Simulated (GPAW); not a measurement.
Consider Si2Mo (I4/mmm).

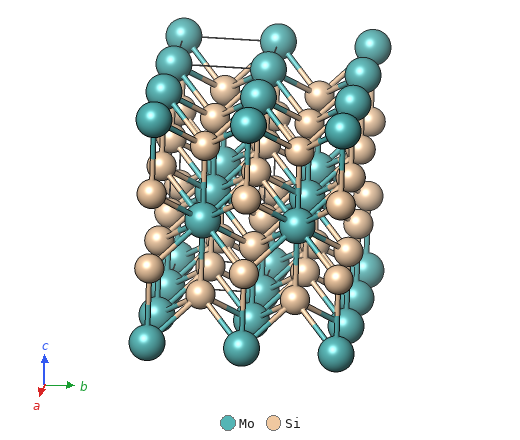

The structure (molybdenum teal, silicon light orange). 3×2×1 conventional cells are drawn. Some periodic images of atoms are drawn too.

```xyz
3
Lattice="-1.6000 1.6000 3.9305 1.6000 -1.6000 3.9305 1.6000 1.6000 -3.9305" Properties=species:S:1:pos:R:3 pbc="T T T"
Mo    0.0000    0.0000    0.0000
Si    0.0000    0.0000    5.2433
Si    0.0000    0.0000    2.6177
```

Absorber: atom 1, with 10 Si at 2.62 Å and 4 Mo at 3.20 Å (14-fold, site symmetry 4/mmm). Method: GPAW, LDA, excited-electron core hole (neutral cell), 15-atom cell with 6.4 Å between holes, 7×7×7 k points, dipole transitions, Gaussian full width 1.78 eV up to 4 eV, rising linearly to 3.5 eV at 25 eV.

The database entry behind the starting cell is an old determination (1927), so it need not match the best structure at ambient conditions.

**Question.** Predict the near-edge structure at the Mo L₃ edge.

Main maxima up to 30 eV above the zero (height): 1.4 eV (2.96) and 19.2 eV (0.54). At an L edge the dipole rule selects empty d (and weakly s) states on the absorber, and the strong line at the onset measures the empty part of its d band. 

The Mo L₃ spectrum (energy from the lowest empty level; intensity scaled to a mean of 1 over the first 20 eV; polarised curves are means over the symmetry-equivalent atoms):

```tsv
E (eV)	isotropic	ε ⊥ c	ε ∥ c
-2.0	0.01	0.01	0.01
-0.5	0.64	0.70	0.51
1.0	2.81	2.88	2.69
2.5	2.33	2.25	2.48
4.0	1.64	1.56	1.79
5.5	1.11	1.14	1.04
7.0	0.82	0.80	0.86
8.5	0.69	0.65	0.77
10.0	0.60	0.60	0.62
11.5	0.56	0.59	0.50
13.0	0.59	0.63	0.53
14.5	0.47	0.46	0.49
16.0	0.44	0.40	0.50
17.5	0.50	0.48	0.53
19.0	0.54	0.57	0.48
20.5	0.50	0.54	0.43
22.0	0.41	0.43	0.38
23.5	0.37	0.39	0.33
25.0	0.35	0.36	0.31
26.5	0.35	0.35	0.34
28.0	0.39	0.39	0.40
29.5	0.46	0.44	0.50
31.0	0.53	0.49	0.60
```

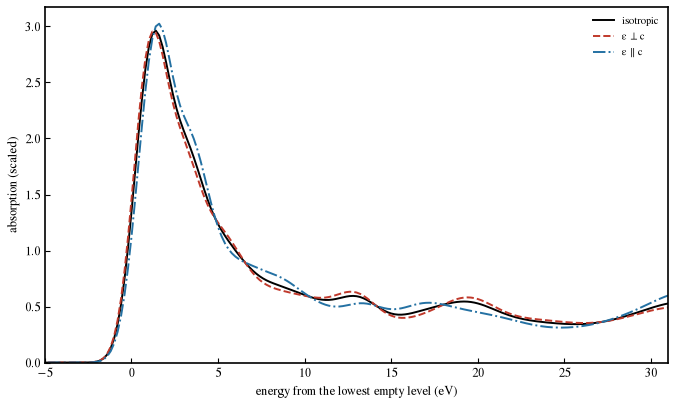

The Mo L₃ edge.

Only the L₃ part is meant: spin–orbit coupling of the core level isn't computed and the L₂ copy isn't added. The script folds with a Gaussian, whereas the core hole's own line is a Lorentzian, so the onset is too steep and the first peak too high. The holes are only 6.4 Å apart, so the shape is probably not converged with cell size; no larger cell was run here. The structure is a published determination, not relaxed.

[Banner, clock and machine lines of the logs are left out without a mark of their own.]

[Logs are printed without paths, hosts, clocks, repeated set-up lines and the standing remarks that a program may print on its own settings, such as how far it seeks lower states.]

[Hosts, paths, dates, database ids (printed as entryN), source tags and the programs' standing remarks are cut or masked in the printed files.]

[Lists of maxima count a maximum above −3 eV only where it reaches 4 % of the highest in the window and stands out from its surroundings by 2 % of it (1.5 % where it reaches 55 %); shoulders and weaker maxima are passed over, and of the rest the first, up to two pre-edge ones and the few strongest are named.]
